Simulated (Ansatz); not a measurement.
**Run report: CH3B, geometry relaxation**

The run: geometry relaxation of CH3B. Method and program: RKS PBE0-D4/def2-TZVP (Ansatz 0.2.0).

Figures and captions count atoms from 1; the log counts them from 0 in places.

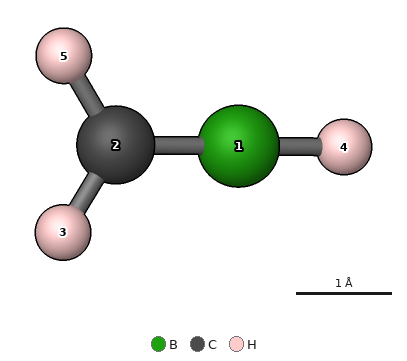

Figure 1. The structure as given in the input (ball-and-stick view, seen at a tilt; atoms are numbered from 1 in the order of the input). Bond lengths as drawn: B–C 1.39 Å, B–H 1.20 Å and C–H 1.10 Å.

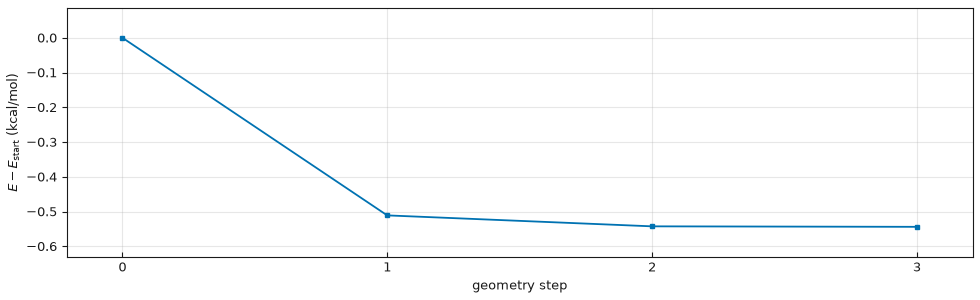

Figure 2. Progress of the relaxation, step by step (the first geometry is step 0 here and step 1 in the log).

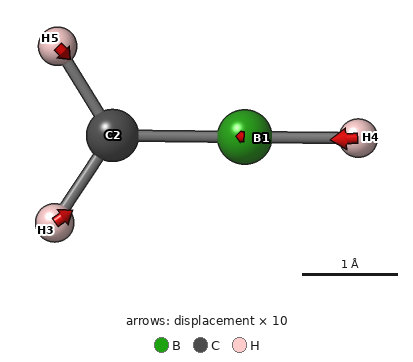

Figure 3. The starting structure with the displacements as red arrows, magnified 10 times (ball-and-stick view, seen at a tilt). The two geometries are laid on each other by the best rigid fit. The atom that moves furthest after the best rigid fit is H4 (0.031 Å). Largest moves by element: H 0.031 Å, B 0.010 Å, C 0.007 Å. Among the contacts that change: B1–H4 1.196 → 1.175 Å, C2–H3 1.104 → 1.086 Å, B1–C2 1.391 → 1.374 Å. After 3 geometry steps the energy has fallen by 0.54 kcal/mol. Largest force component: 0.59 eV/Å at the start, 0.00074 eV/Å at the end. (Atoms are counted from 1 in the order of the input.)

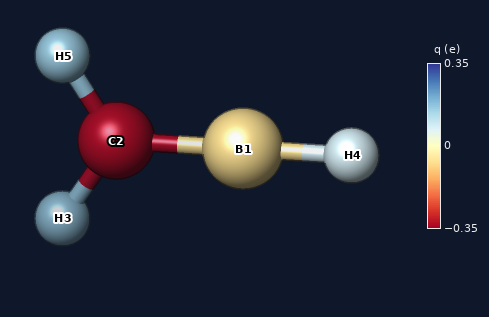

Figure 4. Mulliken charges, as the colour of each atom (ball-and-stick view, seen at a tilt; atoms are numbered from 1 in the order of the input). By element: B −0.07, C −0.33 and H +0.08 to +0.16 e.

The input and output of the run follow.

### Input file
```yaml
crystal:
  periodic: [false, false, false]
  atoms:
    - {symbol: B, position_ang: [-0.444828, 0.446856, -0.584549]}
    - {symbol: C, position_ang: [0.288780, -0.242383, 0.376057]}
    - {symbol: H, position_ang: [0.272947, -1.342288, 0.464557]}
    - {symbol: H, position_ang: [-1.074519, 1.041334, -1.409372]}
    - {symbol: H, position_ang: [0.932712, 0.273393, 1.109373]}
basis:
  gaussian: {orbitals: def2-TZVP}
hamiltonian: {xc: pbe0, dispersion: d4}
relax: {f_tol: 0.005, max_steps: 200}
```

Launched with:
```bash
ansatz run in.yaml --threads 2 --pin off --events-out ev --progress --plain --max-ram 4352MiB
```

### The program's output
```
Functional definition: PBE0
  name "PBE0"
  cite "Adamo & Barone, J. Chem. Phys. 110, 6158 (1999) doi:10.1063/1.478522"
  cite "Perdew, Burke & Ernzerhof, Phys. Rev. Lett. 77, 3865 (1996) doi:10.1103/PhysRevLett.77.3865"
  parent pbe
  parameter a = 0.25
  parameter kappa = 0.804
  parameter beta = 0.06672455060314922
  exchange = (1 - a)*pbe_x(kappa = kappa, mu = beta*pi^2/3) + a*exact_x
  correlation = pbe_c(beta = beta)
481 factors; their error is unknown
mean field evaluation 1: about -1751.5929 eV, gradient 5.3e1 eV
mean field evaluation 2: about -1744.1709 eV, gradient 6.7e1 eV
mean field evaluation 4: about -1758.1265 eV, gradient 3.8e0 eV
mean field evaluation 8: about -1758.1662 eV, gradient 2.8e-2 eV
mean field -1758.16624475 eV, -64.6114177669 hartree, gradient 2.7e-5 eV, S^2 0.000000; 0 other end points of the search recorded, 0 dependent functions left out
the calculation of the forces begins
reference -1758.16627047 eV, -64.6114187118 hartree; 7, 7 occupied and 73, 73 virtual orbitals, 481 factors
relax step   1: F+E_penalty+E_count = -1758.20269686 eV  Δ(F+E_penalty+E_count) = +0.000e0 eV  max|allowed force component| = 5.899e-1 eV/Å  Δτ_max = 0.0000 Å  (24 SCF iters, accepted)
these checks for a lower state are left out or cut short: starts, cluster_reference, orbital_swaps, neighbouring_geometries, increment
481 factors; their error is unknown
mean field evaluation 16: about -1758.1932 eV, gradient 3.2e-3 eV
mean field -1758.18837379 eV, -64.6122309941 hartree, gradient 1.5e-5 eV, S^2 0.000000; 0 other end points of the search recorded, 0 dependent functions left out
the calculation of the forces begins
reference -1758.18839947 eV, -64.6122319375 hartree; 7, 7 occupied and 73, 73 virtual orbitals, 481 factors
relax step   2: F+E_penalty+E_count = -1758.22486299 eV  Δ(F+E_penalty+E_count) = -2.217e-2 eV  max|allowed force component| = 1.556e-1 eV/Å  Δτ_max = 0.0237 Å  (28 SCF iters, accepted)
these checks for a lower state are left out or cut short: starts, cluster_reference, orbital_swaps, neighbouring_geometries, increment
481 factors; their error is unknown
mean field -1758.18973057 eV, -64.6122808547 hartree, gradient 1.4e-5 eV, S^2 0.000000; 0 other end points of the search recorded, 0 dependent functions left out
the calculation of the forces begins
reference -1758.18975623 eV, -64.6122817976 hartree; 7, 7 occupied and 73, 73 virtual orbitals, 481 factors
relax step   3: F+E_penalty+E_count = -1758.22623072 eV  Δ(F+E_penalty+E_count) = -1.368e-3 eV  max|allowed force component| = 1.816e-2 eV/Å  Δτ_max = 0.0075 Å  (30 SCF iters, accepted)
these checks for a lower state are left out or cut short: starts, cluster_reference, orbital_swaps, neighbouring_geometries, increment
481 factors; their error is unknown
mean field evaluation 32: about -1758.1898 eV, gradient 7.2e-5 eV
mean field -1758.18979207 eV, -64.6122831146 hartree, gradient 1.4e-5 eV, S^2 0.000000; 0 other end points of the search recorded, 0 dependent functions left out
the calculation of the forces begins
reference -1758.18981773 eV, -64.6122840575 hartree; 7, 7 occupied and 73, 73 virtual orbitals, 481 factors
relax step   4: F+E_penalty+E_count = -1758.22629196 eV  Δ(F+E_penalty+E_count) = -6.124e-5 eV  max|allowed force component| = 7.380e-4 eV/Å  Δτ_max = 0.0036 Å  (30 SCF iters, accepted)
481 factors; their error is unknown
mean field -1758.18979207 eV, -64.6122831146 hartree, gradient 1.4e-5 eV, S^2 0.000000; 1 other end points of the search recorded, 0 dependent functions left out
the calculation of the forces begins
reference -1758.18981773 eV, -64.6122840575 hartree; 7, 7 occupied and 73, 73 virtual orbitals, 481 factors
Total energy: -1758.22631762 eV, -64.6136254038 hartree
Atom 0 at    -0.439193     0.442450    -0.577183 Å, force     0.000036    -0.000134    -0.000559 eV/Å
Atom 1 at     0.285668    -0.237363     0.371849 Å, force     0.000674    -0.000302     0.000738 eV/Å
Atom 2 at     0.267628    -1.320110     0.455937 Å, force    -0.000371     0.000207    -0.000310 eV/Å
Atom 3 at    -1.058971     1.023998    -1.388960 Å, force    -0.000314     0.000112     0.000013 eV/Å
Atom 4 at     0.919959     0.267937     1.094424 Å, force    -0.000025     0.000117     0.000119 eV/Å
Dipole moment:    -0.063318     0.059439    -0.082957 e Å
```

### Trajectory as extended XYZ (Å, eV, eV/Å), 4 frames, from step=1 to step=4
```
5
Properties=species:S:1:pos:R:3:forces:R:3 step=1 energy=-1758.20270
B    -0.4448    0.4469   -0.5845    0.1798  -0.1696   0.2355
C     0.2888   -0.2424    0.3761   -0.1043   0.1052  -0.1373
H     0.2729   -1.3423    0.4646   -0.0024   0.5899  -0.0607
H    -1.0745    1.0413   -1.4094    0.2744  -0.2604   0.3596
H     0.9327    0.2734    1.1094   -0.3476  -0.2650  -0.3971
5
Properties=species:S:1:pos:R:3:forces:R:3 step=2 energy=-1758.22486
B    -0.4405    0.4430   -0.5790    0.0358  -0.0349   0.0468
C     0.2861   -0.2395    0.3723   -0.0141   0.0195  -0.0175
H     0.2695   -1.3265    0.4589    0.0006   0.1556  -0.0151
H    -1.0622    1.0294   -1.3931    0.0687  -0.0660   0.0900
H     0.9222    0.2706    1.0969   -0.0911  -0.0742  -0.1042
5
Properties=species:S:1:pos:R:3:forces:R:3 step=3 energy=-1758.22623
B    -0.4399    0.4420   -0.5768   -0.0029  -0.0005   0.0004
C     0.2826   -0.2383    0.3736    0.0182   0.0037  -0.0143
H     0.2698   -1.3210    0.4562   -0.0074  -0.0041   0.0053
H    -1.0575    1.0253   -1.3888   -0.0040   0.0010  -0.0007
H     0.9200    0.2690    1.0919   -0.0038  -0.0001   0.0093
5
Properties=species:S:1:pos:R:3:forces:R:3 step=4 energy=-1758.22629
B    -0.4392    0.4425   -0.5772    0.0000  -0.0001  -0.0006
C     0.2857   -0.2374    0.3718    0.0007  -0.0003   0.0007
H     0.2676   -1.3201    0.4559   -0.0004   0.0002  -0.0003
H    -1.0590    1.0240   -1.3890   -0.0003   0.0001   0.0000
H     0.9200    0.2679    1.0944    0.0000   0.0001   0.0001
```

### Summary

```json
{"quantity": "outcome", "value": "converged"}
{"quantity": "total energy", "value": "−1758.2263 eV"}
{"quantity": "mean-field energy", "value": "−1758.1898 eV"}
{"quantity": "dispersion energy", "value": "−0.0365 eV"}
{"quantity": "SCF solution under orbital rotations", "value": "stable"}
{"quantity": "largest force (length of the vector) at the end", "value": "0.001 eV/Å"}
{"quantity": "dipole moment", "value": "0.58 D"}
{"quantity": "hardware", "value": "2 threads of Arm Neoverse V2, 23 GiB of memory available, shared host"}
{"quantity": "wall time", "value": "2.3 s (CPU time 4.3 s)"}
{"quantity": "peak memory", "value": "0.11 GiB"}
```
